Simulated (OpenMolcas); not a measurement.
# SnNH4F (SMILES [NH2][SnH2][F]): levels of theory compared

Wanted: a comparison of 6 runs (HF/STO-3G, B2PLYP/def2-SVP, PBE/def2-SVP, TPSS/def2-SVP, revPBE/def2-SVP, CCSD(T)/def2-SVP) of SnNH4F. 

The calculation is run with OpenMolcas 26.06.

### Step 1. The molecule

SnNH4F has 7 atoms, charge 0, and is taken as a singlet. As SMILES, `[NH2][SnH2][F]`. Geometry: relaxed at PBE0-D4/def2-TZVP. This is one conformer, not always the lowest.

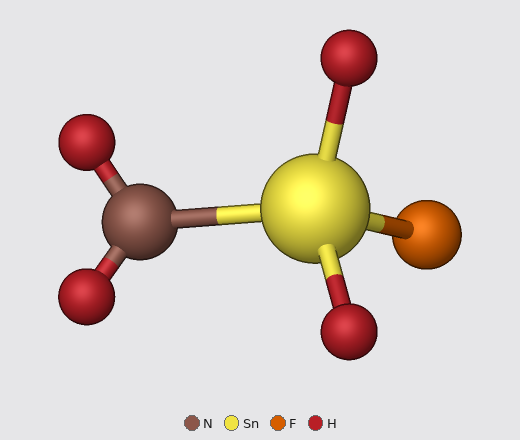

The structure, seen from a chosen angle (nitrogen brown, tin yellow, fluorine orange, hydrogen red).

### Step 2. Energy and gradient at HF/STO-3G (run 1)

Input file run.input:

```
* FH4NSn Hartree-Fock

&GATEWAY
  BASLIB=$CurrDir
  COORD
  7
  angstrom
  N       -0.824600       0.088300      -0.943000
  Sn       0.497700      -0.065100       0.542900
  F        0.233900      -1.827500       1.272400
  H       -1.584200       0.741400      -0.829600
  H       -0.469500       0.125500      -1.885700
  H        0.113100       0.971100       1.833800
  H        2.094900      -0.101800      -0.036600
  BASIS=STO-3G
  GROUP=NoSym

&SEWARD

&SCF
  THRESHOLDS=1e-10 1e-07 1e-07 1e-05
  PRORBITALS=1 2

&ALASKA
```

The basis set STO-3G is read from a file made from the Basis Set Exchange's data (not shown).

Command:

```sh
$ export MOLCAS_MEM=1860
$ pymolcas run.input > run.log
```

The program printed:

```text
--- Start Module: gateway ---
[...]
--- Stop Module: gateway /rc=_RC_ALL_IS_WELL_ ---
[...]
      Basis functions           41
[...]
--- Start Module: scf ---
[...]
       Convergence after  12 Iterations
[...]
::    Total SCF energy                              -6117.4080814835
[...]
      Total spin, S                                     0.0000000000
[...]
      Total electronic charge=   70.000000
      Total            charge=   -0.000000
[...]
      Dipole Moment (debye):
      Origin of the operator (angstrom)=    0.3360   -0.2519    0.4788
                   X=  8.7849E-01               Y=  2.6351E+00               Z= -5.8987E-01           Total=  2.8397E+00
      Quadrupole Moment (debye*angstrom):
[...]
--- Stop Module: scf /rc=_RC_ALL_IS_WELL_ ---
--- Start Module: alaska ---
[...]
 *              Molecular gradients               *
 **************************************************
  Irreducible representation: a
 ------------------------------------------------------------------------------------------
                              X                       Y                       Z
 ------------------------------------------------------------------------------------------
  N1               -2.36116306608700E-02    1.22572393767427E-02   -3.22688026484670E-02
  SN2               1.21602793599251E-03    1.43610797467950E-02   -6.96825975901039E-03
  F3               -1.21817025320148E-03   -1.56269045621400E-02    7.63057909987985E-03
  H4                8.42766150015528E-03   -8.70152843068839E-03    6.07675068646468E-03
  H5                1.57129996347516E-03   -4.95718129493838E-03    1.26286691173823E-02
  H6               -8.72478048363412E-03    9.75089993539235E-03    2.10878012908928E-02
  H7                2.23395919981506E-02   -7.08360477127784E-03   -8.18673778716095E-03
 ------------------------------------------------------------------------------------------
--- Stop Module: alaska /rc=_RC_ALL_IS_WELL_ ---
[...]
```

Wall time 2.6 s (1 thread of Arm Neoverse V2, shared host); peak memory 0.37 GiB.

### Step 3. The energy at B2PLYP/def2-SVP (core potential) (run 2)

Input file calc.inp:

```
>>> EXPORT MOLCAS_PRINT=2

&GATEWAY
 BasLib
 $CurrDir
 Coord
 7
 angstrom
 N       -0.824600       0.088300      -0.943000
 Sn       0.497700      -0.065100       0.542900
 F        0.233900      -1.827500       1.272400
 H       -1.584200       0.741400      -0.829600
 H       -0.469500       0.125500      -1.885700
 H        0.113100       0.971100       1.833800
 H        2.094900      -0.101800      -0.036600
 Basis
 def2-SVP
 Group
 NoSym

&SEWARD
 GridInput
 Grid=UltraFine
 End of Grid

&SCF
 KSDFT
 B2PLYP_SCF
 Thresholds
 1e-10 1e-07 1e-07 1e-05
 PrOrbitals
 1 1

&MBPT2
 Frozen
 6
```

The basis set def2-SVP is read from a file made from the Basis Set Exchange's data (not shown).

Command:

```sh
$ export MOLCAS_MEM=1860
$ pymolcas calc.inp > calc.log
```

The program printed:

```text
--- Start Module: gateway ---
[...]
--- Stop Module: gateway /rc=_RC_ALL_IS_WELL_ ---
[...]
      Basis functions           74
[...]
--- Start Module: scf ---
[...]
       Convergence after  13 Iterations
[...]
::    Total KS-DFT energy                            -370.6108811576
[...]
      Total spin, S                                     0.0000000000
[...]
      Total electronic charge=   42.000000
      Total            charge=   -0.000000
[...]
      Dipole Moment (debye):
      Origin of the operator (angstrom)=    0.3360   -0.2519    0.4788
                   X=  4.9764E-01               Y=  3.6549E+00               Z= -1.5756E+00           Total=  4.0111E+00
      Quadrupole Moment (debye*angstrom):
[...]
--- Stop Module: scf /rc=_RC_ALL_IS_WELL_ ---
[...]
--- Start Module: mbpt2 ---
[...]
 ###    WARNING: MP2 implementation intended for RHF references only         ###
 ###############################################################################
MBPT2 WARNING: Reference function according to RunFile:KS-DFT
I'll assume you know what you're doing and continue
WARNING!
Default frozen orbitals as non valence orbitals is overwritten by user input.
Default values:   2
[...]
       Reference weight ( Cref**2 )         =        0.81855
::    Total MBPT2 energy                             -371.1971127710
[...]
      Total MBPT2 calculations                           0.17      0.20
--- Stop Module: mbpt2 /rc=_RC_ALL_IS_WELL_ ---
[...]
```

Run time: 14 s. Hardware: 1 thread of Arm Neoverse V2, shared host; peak memory 0.42 GiB.

Runs 3 to 5 aren't shown in full; the table further down has their settings and results.

### Step 4. The energy at CCSD(T)/def2-SVP (core potential) (run 6)

Input file coord.xyz:

```xyz
7

N     -0.824600     0.088300    -0.943000
Sn     0.497700    -0.065100     0.542900
F      0.233900    -1.827500     1.272400
H     -1.584200     0.741400    -0.829600
H     -0.469500     0.125500    -1.885700
H      0.113100     0.971100     1.833800
H      2.094900    -0.101800    -0.036600
```

Input file test.input:

```
>>> EXPORT MOLCAS_PRINT=2

&gateway
  baslib=$CurrDir
  coord=coord.xyz
  basis=def2-SVP
  group=NoSym

&seward

&scf
  thresholds=1e-10 1e-07 1e-07 1e-05
  prorbitals=1 1

&rasscf
  fileorb=$Project.ScfOrb
  spin=1
  nactel=0 0 0
  inactive=21
  ras2=0
  outorbitals=Canonical
  orblisting=NoCore

&motra
  jobiph
  frozen=6

&ccsdt
  cct
  triples=2
  iterations=80
  accuracy=1e-08
  extrapolation=5 4
```

The basis set def2-SVP is read from a file made from the Basis Set Exchange's data (not shown).

Command:

```sh
$ export MOLCAS_MEM=1860
$ pymolcas test.input > test.log
```

The program printed:

```text
--- Start Module: gateway ---
[...]
--- Stop Module: gateway /rc=_RC_ALL_IS_WELL_ ---
[...]
      Basis functions           74
[...]
       Convergence after  13 Iterations
[...]
::    Total SCF energy                               -369.4459157635
[...]
      Total spin, S                                     0.0000000000
[...]
      Number of active orbitals                  0
[...]
      Spin quantum number                      0.0
[...]
      Active orbitals                            0
[...]
      Number of CSFs                             1
[...]
      Number of root(s) required                 1
[...]
      Convergence after  4 iterations
[...]
      Natural orbitals and occupation numbers for root  1
      ************************************************************************************************************************
      *                                                    Final results                                                     *
      ************************************************************************************************************************
[...]
::    RASSCF root number  1 Total energy:   -369.44591576
[...]
      Total electronic charge=   42.000000
      Total            charge=   -0.000000
[...]
      Dipole Moment (debye):
      Origin of the operator (angstrom)=    0.3360   -0.2519    0.4788
                   X=  6.3717E-01               Y=  3.9227E+00               Z= -1.5819E+00           Total=  4.2774E+00
      Quadrupole Moment (debye*angstrom):
[...]
--- Start Module: motra ---
[...]
      *** WARNING: Default frozen orbitals is overwritten by user input.
      *** Default values:   2
[...]
--- Stop Module: motra /rc=_RC_ALL_IS_WELL_ ---
--- Start Module: ccsdt ---
[...]
      Convergence after                    14  Iterations
      Total energy (diff) :    -369.95158105       0.00000001
[...]
 METHOD                       : CCSD+T(CCSD)+<T3(1)WT1> = CCSD(T)
[...]
       CCSD     =      -369.9515810490967
[...]
--- Stop Module: ccsdt /rc=_RC_ALL_IS_WELL_ ---
[...]
```

It took 42 s on 1 thread of Arm Neoverse V2, shared host; peak memory 0.42 GiB.

### Step 5. The series

```csv
run,level,task,frozen core orbitals,energy (Eh),dipole moment (D) of the reference,HOMO energy (eV),LUMO energy (eV),wall time
1,HF/STO-3G,gradient,–,-6117.408081,2.84,-7.82,10.48,2.6 s
2,B2PLYP/def2-SVP (core potential),energy,6,-370.769164,4.01,-8.77,1.28,14 s
3,PBE/def2-SVP (core potential),gradient,–,-371.005204,3.58,-5.91,-0.71,22 s
4,TPSS/def2-SVP (core potential),gradient,–,-371.108336,3.58,-6.03,-0.58,30 s
5,revPBE/def2-SVP (core potential),gradient,–,-371.169531,3.56,-5.87,-0.65,22 s
6,CCSD(T)/def2-SVP (core potential),energy,6,-369.962195,4.28,-11.15,3.10,42 s
```

### Step 6. What came out

| quantity | value |
| --- | --- |
| run 6: total energy | -369.96220 Eh |
| run 6: dipole moment (mean-field density) | 4.28 D |
| run 6: HOMO energy (Hartree–Fock orbitals) | -11.15 eV |
| run 6: LUMO energy (Hartree–Fock orbitals) | 3.10 eV |
| run 6: HOMO–LUMO gap (Hartree–Fock orbitals) | 14.25 eV |
| run 6: correlation energy (6 core orbitals frozen) | -516.3 mEh |
| run 6: (T) correction | -10.61 mEh |

In words: Over runs 1, 2, 3, 4, 5 the dipole moment (its size) runs from 2.84 D (HF/STO-3G) to 4.01 D (B2PLYP/def2-SVP). The two ends differ in method and basis and core potential. A double hybrid's value is that of its SCF part. Over runs 1, 2, 3, 4, 5 the HOMO–LUMO gap runs from 5.20 eV (PBE/def2-SVP) to 18.30 eV (HF/STO-3G). For B2PLYP the log adds the whole second-order term; the table takes 0.27 of it, as the functional is defined. Totals of different functionals can't be ranked against each other. Some runs of one species differ in core potentials or relativity; totals across that change don't compare. In run 1 the basis is minimal, so the values are rough. In run 1 relativity is left out where basis or elements ask for it. All runs together took 2.2 min, the longest 42 s.
